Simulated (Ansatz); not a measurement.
W (bcc, W type), conventional cell a = b = c = 3.184 Å, α = β = γ = 90.00°. The calculation uses the primitive cell of 1 atom, to which meshes and values per cell refer.

E(V) scan at fixed shape, V₀ the volume above. Symmetry pins the atoms to their sites.

Level of theory: PBE (plane waves to 420 eV, PAW, scalar-relativistic; Ansatz, a quantum-chemistry and plane-wave program). k mesh 20×20×20 (Γ-centred), Fermi-Dirac smearing 0.05 eV. E stands for the smeared free energy. Spin-orbit coupling is left out, though W is heavy. W is run without spin polarisation. W was relaxed with its symmetry unable to fall. The zero of ΔE is the relaxed starting cell.

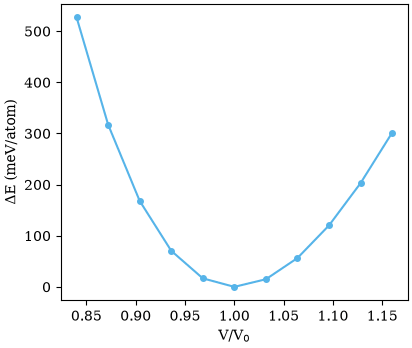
*ΔE (meV/atom) against V/V₀; markers are the computed points, lines only join them.*

Q: What is ΔE at V/V₀ = 1.160?

A: About 300 meV/atom.

Q: What is ΔE at V/V₀ = 0.840?

A: About 530 meV/atom.

Q: What bulk modulus B₀ follows from a third-order Birch-Murnaghan fit?

A: About 300 GPa.

(A scan under strain: stresses follow from slopes of the energy per volume, elastic moduli from its curvatures.)
